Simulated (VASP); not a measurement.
Band structure of TlF (relaxed from the rock salt structure, space group Fm-3m). These are r2SCAN meta-GGA, VASP's PBE PAW potentials (set 64) (plane waves; VASP) values and carry that method's errors.

Unless said otherwise, spin-orbit coupling is left out, though it shifts the bands of the heavy elements here.

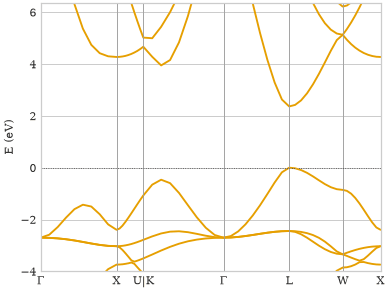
Fig. 1. Bands along high-symmetry lines, zero at the valence-band maximum or, without a gap, the Fermi level

Question: Read the plot: is there a gap, and where are the band edges?

Answer: The gap is direct, 2.36 eV, from the valence maximum at L to the conduction minimum at L.

The structure was generated: TlF was put into the rock salt type (Fm-3m), which need not be its known phase. It was relaxed first, which changed the volume by +107 %.
